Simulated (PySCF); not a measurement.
System: C$_{4}$H$_{9}$F$_{2}$Si (doublet).

```yaml
atoms:
  - { symbol: C, position_ang: [-0.6672, -1.6680, 0.1210] }
  - { symbol: C, position_ang: [-0.4437, -0.2105, 0.2715] }
  - { symbol: Si, position_ang: [-1.7814, 1.0446, -0.0062] }
  - { symbol: C, position_ang: [0.9402, 0.2101, 0.6368] }
  - { symbol: C, position_ang: [1.7763, 0.5016, -0.6117] }
  - { symbol: F, position_ang: [2.9891, 1.0070, -0.2722] }
  - { symbol: F, position_ang: [2.0299, -0.6338, -1.3065] }
  - { symbol: H, position_ang: [0.0548, -2.0996, -0.5777] }
  - { symbol: H, position_ang: [-1.6719, -1.8823, -0.2326] }
  - { symbol: H, position_ang: [-0.5184, -2.1844, 1.0746] }
  - { symbol: H, position_ang: [-1.1652, 2.3077, -0.4276] }
  - { symbol: H, position_ang: [-2.6973, 0.5460, -1.0333] }
  - { symbol: H, position_ang: [-2.5423, 1.2955, 1.2270] }
  - { symbol: H, position_ang: [0.9361, 1.1321, 1.2219] }
  - { symbol: H, position_ang: [1.4626, -0.5691, 1.2001] }
  - { symbol: H, position_ang: [1.2910, 1.2121, -1.2966] }
```

Geometry: GFN2-xTB.

The calculation used UKS B3LYP, pcH-1 on C F H Si, non-relativistic, mean-field spin-orbit, GIAO (PySCF).

**What can the converged electron density, electron localisation function and spin density tell about the bonding?**

C–C (1.48 Å): ρ is about 1.7 e/Å³ halfway; the ELF peaks at about 0.95 between the atoms, as expected for a shared electron pair.
C–Si (1.86 Å): ρ at the midpoint is about 0.97 e/Å³; the ELF peaks at about 0.95 between the atoms: localised, covalent bonding.
C–H (1.09 Å): ρ at the midpoint is about 2 e/Å³; the ELF climbs to about 1 towards the hydrogen, as it does in any bond to H (an ordinary covalent bond to hydrogen).
The unpaired spin (1 electron) lies mostly on C2 (about 0.6), in electrons by Hirshfeld's partition.

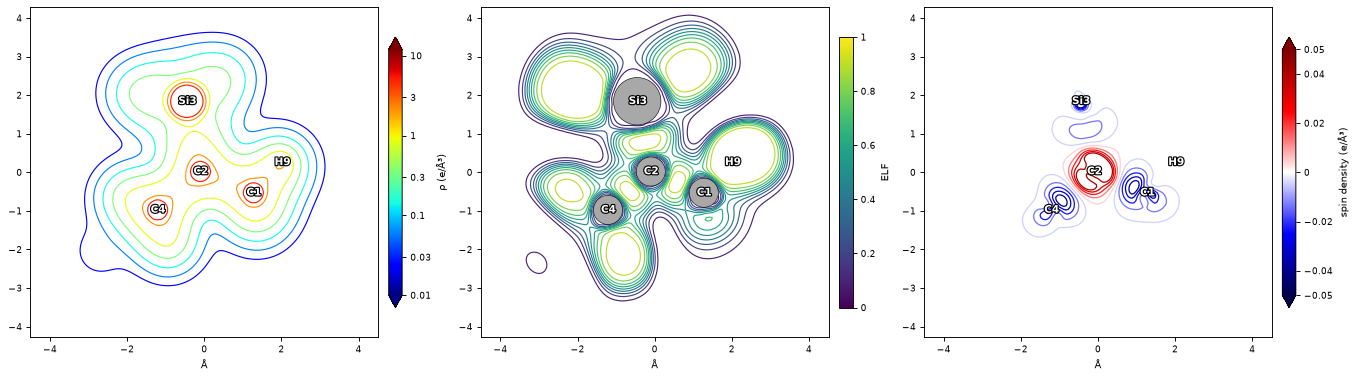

Computed electron density, electron localisation function and spin density on the plane of atoms Si3, C2 and C4, in this order. Grey discs cover the atomic cores in the ELF map. 
